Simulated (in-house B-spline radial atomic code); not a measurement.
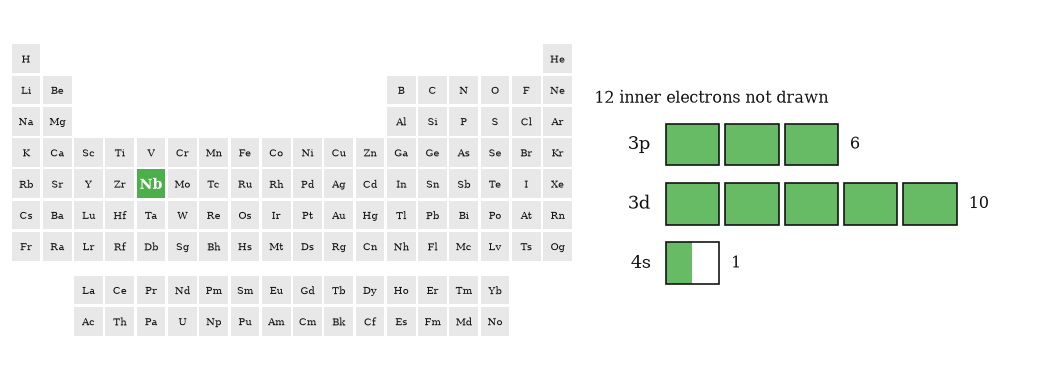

Left, the place of niobium in the periodic table; right, the outer shells as the input fills them: a box for each of the 2l + 1 orbitals, shaded by the share of the shell that is filled, with the electron count at the right.

**Run report: Nb¹²⁺, RPA and GW calculation**

System: Nb¹²⁺, configuration [Ar] 3d10 4s1.
Method: RPA, second-order and SOSEX correlation energies and G0W0 (contour deformation) on a non-relativistic mean field, all electrons, B-spline basis (in-house B-spline radial atomic code).

**Key numbers**

- outcome: converged
- mean-field total energy: −3708.34146 hartree
- total energy with exact exchange alone: −3707.36467 hartree
- exact exchange energy: −108.26697 hartree
- RPA correlation, extrapolated in the angular momentum of the empty orbitals: −2.20581 hartree
- RPA correlation, as summed: −2.17722 hartree
- direct second-order term: −2.41673 hartree
- second-order exchange term: 0.71382 hartree
- SOSEX term: 0.67496 hartree
- hardware: 1 CPU thread, shared host
- wall time: 5 s

**Notes**

Relativity is left out, which matters for an atom this heavy. To bear in mind: relativity is absent.

**Input**
```
Z = 41
electrons = 29.0
configuration = [Ar] 3d10 4s1
hamiltonian = nr
method = pbe,pbe
lmax = 9
spin_polarised = True
box_radius = 5.84
intervals = 49
ion_configuration = [Ar] 3d10
```

The run was one of a batch that the task file lists, launched with:
```bash
python <driver script> task.json out
```

The program writes its results to a structured record and prints no log; tables and figures of this report are taken from that record.

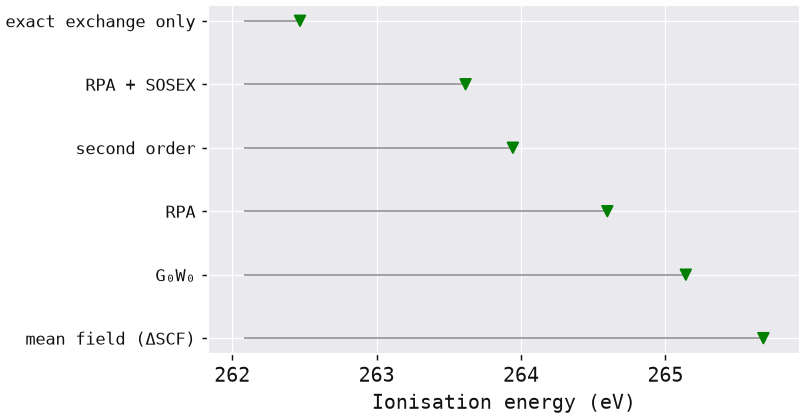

Ionisation energy of Nb¹²⁺ ([Ar] 3d¹⁰ 4s → [Ar] 3d¹⁰). All-electron spherical atom, non-relativistic, PBE start, no spin-orbit coupling, Breit or QED terms; computed with a B-spline radial code. Differences of total energies, each species on its own start, beside the G₀W₀ level.

```
             Method  Ionisation energy (eV)
  mean field (ΔSCF)                  265.68
exact exchange only                  262.47
       second order                  263.94
                RPA                  264.60
        RPA + SOSEX                  263.62
               G₀W₀                  265.14
```

The values run from 262.47 eV (exact exchange only) to 265.68 eV (mean field (ΔSCF)).

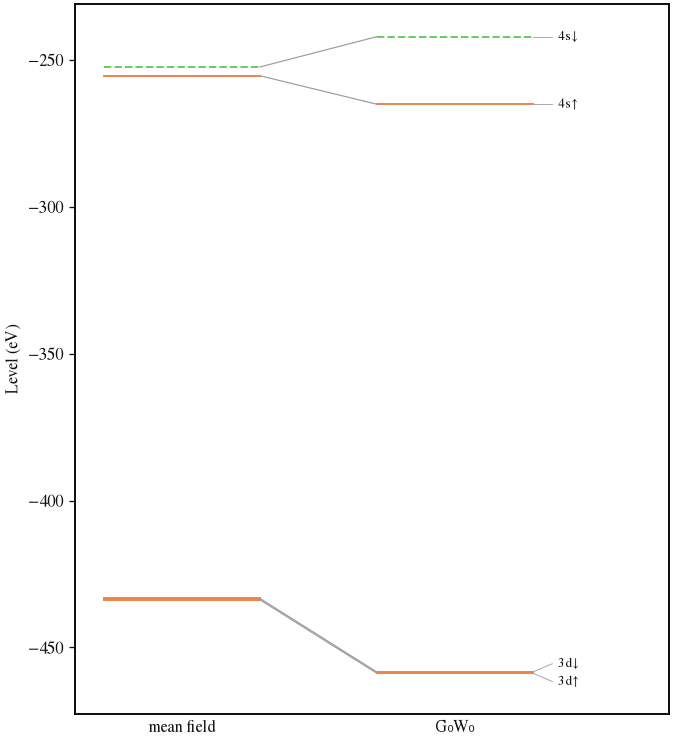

Mean-field and G₀W₀ levels (solid occupied, dashed empty) for Nb¹²⁺ ([Ar] 3d¹⁰ 4s). The quasi-particle equation is solved at full frequency; levels of low quasi-particle weight Z are left out. Σ columns are in eV, and Σc holds an estimate for the angular momenta beyond the basis. G₀W₀ moves the highest occupied level, 4s↑, from −255.44 to −265.14 eV (renormalisation factor Z = 0.98). The empty level 4s↓ goes from −252.47 to −242.15 eV.

```
Level  Mean field (eV)  Σx − vxc (eV)  Σc (eV)     Z  G₀W₀ (eV)
  4s↓          −252.47          13.57    −3.26  0.97    −242.15
  4s↑          −255.44          −7.36    −2.34  0.98    −265.14
  3d↓          −433.29         −28.02     2.96  0.98    −458.35
  3d↑          −433.78         −28.01     2.99  0.98    −458.80
```
